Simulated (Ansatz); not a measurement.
# Saddle-point search, with input and output: Si₂NH₇O (part 1 of 2)

System: Si₂NH₇O.
Method: RKS wB97X-V/def2-SVP (Ansatz 0.2.0).

Figures and captions count atoms from 1; the log counts them from 0 in places.

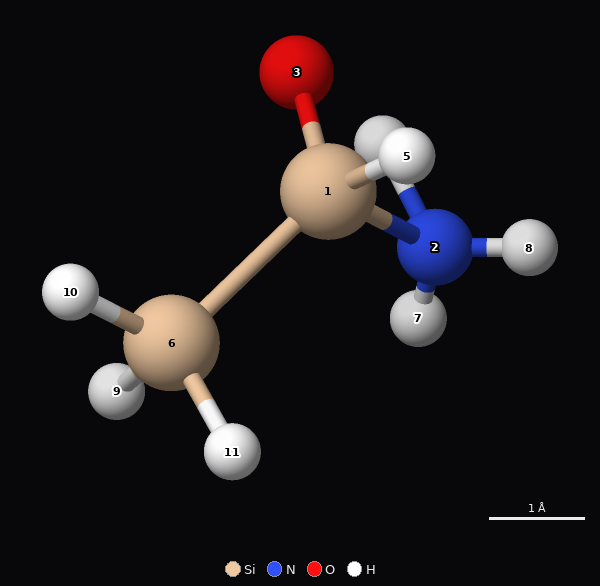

Figure 1. The structure as given in the input (ball-and-stick view, seen at a tilt; atoms are numbered from 1 in the order of the input). Bond lengths as drawn: H–N 0.99 to 1.25 Å, H–Si 1.48 to 1.58 Å, N–Si 1.86 Å, O–Si 1.69 Å and Si–Si 2.35 Å.

**The input**
```yaml
crystal:
  periodic: [false, false, false]
  atoms:
    - {symbol: Si, position_ang: [-0.698787, 0.365423, -0.280300]}
    - {symbol: N, position_ang: [0.695976, 1.502393, 0.171070]}
    - {symbol: O, position_ang: [-0.411709, 0.946073, -1.843276]}
    - {symbol: H, position_ang: [0.372786, 1.565849, -1.032202]}
    - {symbol: H, position_ang: [-2.018004, 0.830575, 0.405375]}
    - {symbol: Si, position_ang: [-0.181327, -1.861558, 0.244764]}
    - {symbol: H, position_ang: [1.629544, 1.229713, 0.371426]}
    - {symbol: H, position_ang: [0.575873, 2.319580, 0.724542]}
    - {symbol: H, position_ang: [1.291877, -2.136894, -0.259478]}
    - {symbol: H, position_ang: [-1.147633, -2.817070, -0.336210]}
    - {symbol: H, position_ang: [-0.230969, -2.022139, 1.733360]}
basis:
  gaussian: {orbitals: def2-SVP}
hamiltonian: {xc: {name: wB97X-V}}
saddle:
  f_tol: 0.02
  max_steps: 40
  mode_guess:
    - [-0.1149, -0.0942, -0.2472]
    - [0.0540, 0.0609, -0.1807]
    - [-0.2192, -0.2393, -0.1896]
    - [0.2683, 0.2505, 0.7594]
    - [-0.0177, -0.0255, -0.0036]
    - [0.0003, 0.0102, 0.0114]
    - [-0.0168, -0.0169, -0.0818]
    - [0.0449, 0.0347, -0.0977]
    - [-0.0131, -0.0036, -0.0203]
    - [-0.0170, 0.0080, 0.0368]
    - [0.0311, 0.0150, 0.0133]
```

Launch command:
```bash
ansatz run in.yaml --threads 4 --pin off --events-out ev --progress --plain --max-ram 9574MiB
```

**The program's output**
```
Functional definition: wB97X-V
  name "wB97X-V"
  cite "Mardirossian & Head-Gordon, Phys. Chem. Chem. Phys. 16, 9904 (2014) doi:10.1039/C3CP54374A"
  cite "Becke, J. Chem. Phys. 107, 8554 (1997) doi:10.1063/1.475007"
  cite "Vydrov & Van Voorhis, J. Chem. Phys. 133, 244103 (2010) doi:10.1063/1.3521275"
  parameter omega = 0.3/bohr
  parameter cx = 0.167
  parameter cx1 = 0.603
  parameter cx2 = 1.194
  parameter css0 = 0.556
  parameter css1 = -0.257
  parameter cos0 = 1.219
  parameter cos1 = -1.850
  parameter b = 6.0
  parameter c = 0.01
  exchange = spin_sum(e_x_unif_sr(omega)*poly(b97_u_x, 1 - cx, cx1, cx2)) + cx*exact_x_sr(omega) + exact_x_lr(omega)
  correlation = spin_sum(e_c_pw_same_spin*poly(b97_u_same, css0, css1))
      + integral(e_c_pw_opposite_spin*poly(b97_u_opposite, cos0, cos1)) + vv10(b, c)
1031 factors; integrals over basis functions are off by at most 4.3e-4 eV
381 factors; integrals over basis functions are off by at most 4.3e-7 eV
mean field evaluation 1: about -19387.7602 eV, gradient 5.8e1 eV
mean field evaluation 2: about -19383.1100 eV, gradient 7.7e1 eV
mean field evaluation 4: about -19394.4143 eV, gradient 3.4e0 eV
mean field evaluation 8: about -19394.4514 eV, gradient 7.9e-2 eV
mean field evaluation 16: about -19394.4515 eV, gradient 2.4e-5 eV
mean field -19394.45146142 eV, -712.7329451759 hartree, gradient 2.4e-5 eV, S^2 0.000000; 0 other end points of the search recorded, 0 dependent functions left out
the calculation of the forces begins
reference -19394.45145959 eV, -712.7329451087 hartree; 25, 25 occupied and 74, 74 virtual orbitals, 1031 factors
these checks for a lower state are left out or cut short: stability, starts, cluster_reference, orbital_swaps, neighbouring_geometries, increment
1031 factors; integrals over basis functions are off by at most 4.3e-4 eV
381 factors; integrals over basis functions are off by at most 4.3e-7 eV
mean field -19394.43553546 eV, -712.7323599076 hartree, gradient 2.3e-6 eV, S^2 0.000000; 0 other end points of the search recorded, 0 dependent functions left out
[... from here on the field's lines of each further geometry are left out, up to the last ...]
saddle step   1: F+E_penalty+E_count = -19394.45146142 eV  max|allowed force component| = 2.734e0 eV/Å  curvature = -11.6321 eV/Å²  mode residual = 4.87e0 eV/Å²  Δτ_max = 0.0000 Å  (1 rotations, 3 force calls, 68 SCF iters)  cluster: 3 rotations left out, max|force component along them| = 1.782e-7 eV/Å
saddle step   2: F+E_penalty+E_count = -19394.68677791 eV  max|allowed force component| = 1.127e0 eV/Å  curvature = -13.8053 eV/Å²  mode residual = 3.54e0 eV/Å²  Δτ_max = 0.1203 Å  (1 rotations, 3 force calls, 71 SCF iters)  cluster: 3 rotations left out, max|force component along them| = 5.511e-9 eV/Å
saddle step   3: F+E_penalty+E_count = -19394.73423807 eV  max|allowed force component| = 5.281e-1 eV/Å  curvature = -13.0796 eV/Å²  mode residual = 2.45e0 eV/Å²  Δτ_max = 0.0442 Å  (1 rotations, 3 force calls, 67 SCF iters)  cluster: 3 rotations left out, max|force component along them| = 2.179e-8 eV/Å
saddle step   4: F+E_penalty+E_count = -19394.74198115 eV  max|allowed force component| = 2.289e-1 eV/Å  curvature = -11.7907 eV/Å²  mode residual = 2.10e0 eV/Å²  Δτ_max = 0.0182 Å  (1 rotations, 3 force calls, 64 SCF iters)  cluster: 3 rotations left out, max|force component along them| = 1.097e-8 eV/Å
saddle step   5: F+E_penalty+E_count = -19394.74343821 eV  max|allowed force component| = 1.212e-1 eV/Å  curvature = -10.7466 eV/Å²  mode residual = 1.85e0 eV/Å²  Δτ_max = 0.0266 Å  (1 rotations, 3 force calls, 63 SCF iters)  cluster: 3 rotations left out, max|force component along them| = 3.328e-8 eV/Å
saddle step   6: F+E_penalty+E_count = -19394.74531027 eV  max|allowed force component| = 5.465e-2 eV/Å  curvature = -10.7500 eV/Å²  mode residual = 9.30e-1 eV/Å²  Δτ_max = 0.0083 Å  (1 rotations, 3 force calls, 67 SCF iters)  cluster: 3 rotations left out, max|force component along them| = 1.674e-8 eV/Å
saddle step   7: F+E_penalty+E_count = -19394.74588016 eV  max|allowed force component| = 1.982e-2 eV/Å  curvature = -10.7220 eV/Å²  mode residual = 7.89e-1 eV/Å²  Δτ_max = 0.0055 Å  (1 rotations, 6 force calls, 106 SCF iters)  cluster: 3 rotations left out, max|force component along them| = 6.911e-8 eV/Å
saddle step   8: F+E_penalty+E_count = -19394.74680726 eV  max|allowed force component| = 1.086e-2 eV/Å  curvature = -10.7834 eV/Å²  mode residual = 8.78e-1 eV/Å²  Δτ_max = 0.0230 Å  (1 rotations, 5 force calls, 98 SCF iters)  cluster: 3 rotations left out, max|force component along them| = 4.198e-8 eV/Å
saddle step   9: F+E_penalty+E_count = -19394.74690228 eV  max|allowed force component| = 8.246e-3 eV/Å  curvature = -10.8012 eV/Å²  mode residual = 5.36e-1 eV/Å²  Δτ_max = 0.0063 Å  (1 rotations, 5 force calls, 94 SCF iters)  cluster: 3 rotations left out, max|force component along them| = 1.759e-7 eV/Å
saddle step  10: F+E_penalty+E_count = -19394.74699017 eV  max|allowed force component| = 8.359e-3 eV/Å  curvature = -10.8120 eV/Å²  mode residual = 5.39e-1 eV/Å²  Δτ_max = 0.0093 Å  (1 rotations, 7 force calls, 120 SCF iters)  cluster: 3 rotations left out, max|force component along them| = 1.971e-7 eV/Å
saddle step  11: F+E_penalty+E_count = -19394.74718445 eV  max|allowed force component| = 8.060e-3 eV/Å  curvature = -10.7970 eV/Å²  mode residual = 4.61e-1 eV/Å²  Δτ_max = 0.0292 Å  (1 rotations, 9 force calls, 159 SCF iters)  cluster: 3 rotations left out, max|force component along them| = 4.930e-8 eV/Å
saddle step  12: F+E_penalty+E_count = -19394.74728714 eV  max|allowed force component| = 4.804e-3 eV/Å  curvature = -10.8130 eV/Å²  mode residual = 4.79e-1 eV/Å²  Δτ_max = 0.0270 Å  (1 rotations, 11 force calls, 182 SCF iters)  cluster: 3 rotations left out, max|force component along them| = 4.747e-8 eV/Å
saddle search: the force at step 13 is within saddle.f_tol, and the search now checks the order of the point unasked, as it does wherever a lone molecule whose rigid rotations it leaves out would converge (saddle.isolated_cluster): at most 100 rotations across the mode and 202 force calls, two more next to a line or behind a second negative curvature, two more where it reads a positive, two for each turn that reads one and six more at each negative that it reads, and up to 22 at one that stands (24 where saddle.amplitude is under 0.005 Å), over each length that the point is read over (saddle.order_check: false declines the check)
saddle search: the rotation starts from a random direction (saddle.seed = 0)
the calculation of the forces begins
reference -19394.74729437 eV, -712.7438168362 hartree; 25, 25 occupied and 74, 74 virtual orbitals, 1031 factors
1031 factors; integrals over basis functions are off by at most 4.5e-4 eV
381 factors; integrals over basis functions are off by at most 4.1e-7 eV
mean field evaluation 704: about -19394.7468 eV, gradient 2.9e-1 eV
mean field -19394.74730162 eV, -712.7438171025 hartree, gradient 1.5e-5 eV, S^2 0.000000; 1 other end points of the search recorded, 0 dependent functions left out
the calculation of the forces begins
reference -19394.74729979 eV, -712.7438170355 hartree; 25, 25 occupied and 74, 74 virtual orbitals, 1031 factors
saddle step  13: F+E_penalty+E_count = -19394.74730162 eV  max|allowed force component| = 1.350e-3 eV/Å  curvature = -11.1306 eV/Å² (error put at 0.0098; -11.1402 at half of saddle.amplitude)  mode residual = 2.89e-1 eV/Å²  Δτ_max = 0.0067 Å  (1 rotations, 50 force calls, 774 SCF iters)  order check (unasked): unresolved, curvature across the mode = +0.0351 eV/Å² (42 force calls)  cluster: 3 rotations left out, max|force component along them| = 1.967e-7 eV/Å
```

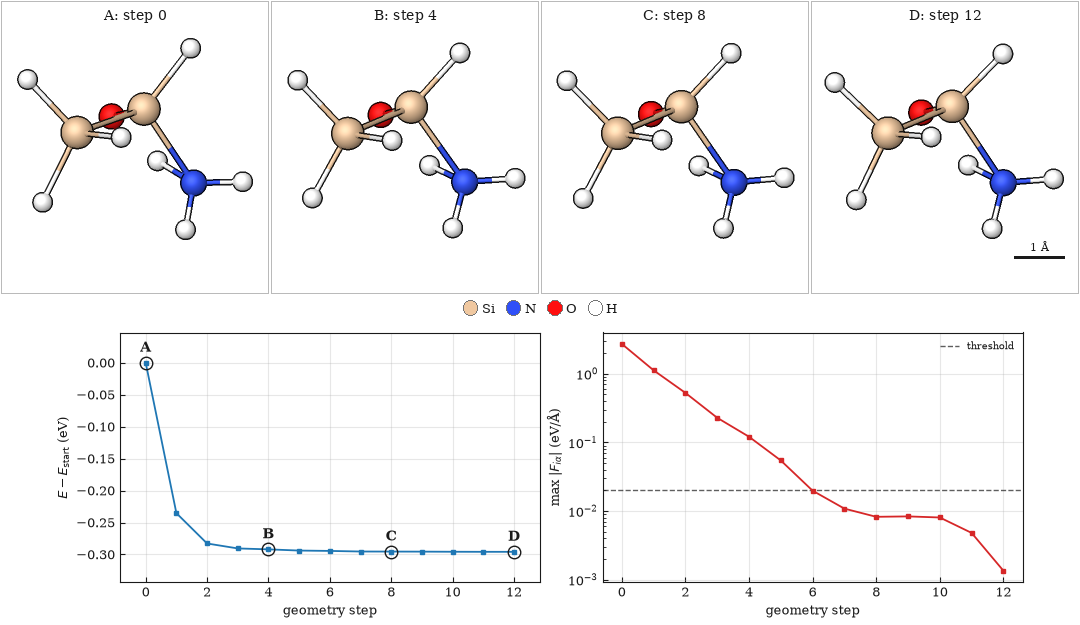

Figure 2. Frames of the saddle-point search (ball-and-stick view, seen at a tilt) above the curves, on which the letters mark them (the first geometry is step 0 here and step 1 in the log).

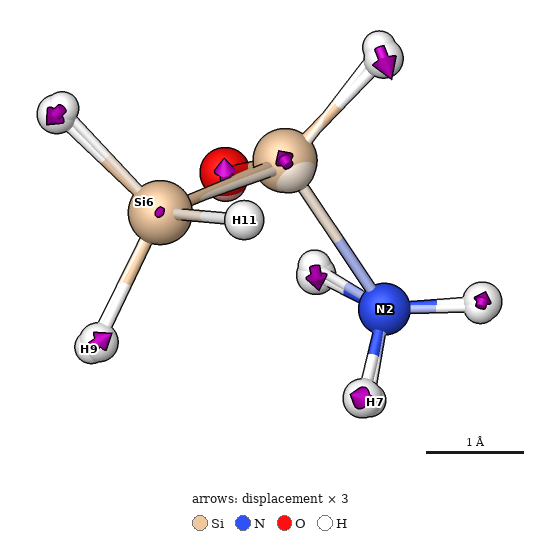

Figure 3. Start (faint) and end (solid) with the displacements as pink arrows, magnified 3 times (ball-and-stick view, seen at a tilt). The two geometries are laid on each other by the best rigid fit. The atom that moves furthest after the best rigid fit is H5 (0.13 Å). By element the largest moves are H 0.13 Å, O 0.09 Å, Si 0.08 Å, N 0.02 Å. Among the contacts that change: Si1–O3 1.692 → 1.600 Å, Si6–H9 1.581 → 1.496 Å, Si1–H5 1.558 → 1.497 Å, Si1–N2 1.855 → 1.906 Å. Among the angles that change: H7–N2–H8 103.1° → 109.6°, N2–Si1–H5 110.3° → 104.7°, Si1–N2–H7 126.0° → 120.7°. After 12 geometry steps the energy has fallen by 0.296 eV. The largest force component goes from 2.7 to 0.0014 eV/Å. (Atoms are counted from 1 in the order of the input.)

```
saddle search: converged; its order check could not tell the order of the point: after 39 rotations it read +0.035 eV/Å² across the mode with a residual of 9.60e-2 eV/Å², and holds the second-lowest curvature to +0.036 eV/Å² at the most. That shows no second curvature under the negative of saddle.curvature_tol, and does not show that there is none
Total energy: -19394.74729979 eV, -712.7438170355 hartree
Atom 0 at    -0.746852     0.363649    -0.338847 Å, force    -0.000367    -0.000408     0.000755 eV/Å
Atom 1 at     0.692604     1.513448     0.149273 Å, force    -0.000778     0.000824    -0.001350 eV/Å
Atom 2 at    -0.490464     0.907987    -1.821537 Å, force     0.000153     0.000940    -0.000777 eV/Å
Atom 3 at     0.457827     1.602102    -1.035378 Å, force    -0.000115    -0.000142     0.000372 eV/Å
Atom 4 at    -1.911430     0.847008     0.468606 Å, force    -0.000037    -0.000269    -0.000030 eV/Å
Atom 5 at    -0.169720    -1.837504     0.247719 Å, force     0.000497    -0.000552     0.000372 eV/Å
Atom 6 at     1.612131     1.130556     0.377051 Å, force     0.000635    -0.000823     0.000173 eV/Å
Atom 7 at     0.518593     2.347300     0.713731 Å, force     0.000214     0.000232     0.000284 eV/Å
Atom 8 at     1.234224    -2.105290    -0.192736 Å, force    -0.000435    -0.000143     0.000430 eV/Å
Atom 9 at    -1.079905    -2.826862    -0.400118 Å, force     0.000407     0.000546     0.000110 eV/Å
Atom 10 at    -0.239382    -2.020450     1.731307 Å, force    -0.000174    -0.000204    -0.000339 eV/Å
Dipole moment:     0.432201     0.233974     0.802714 e Å
```
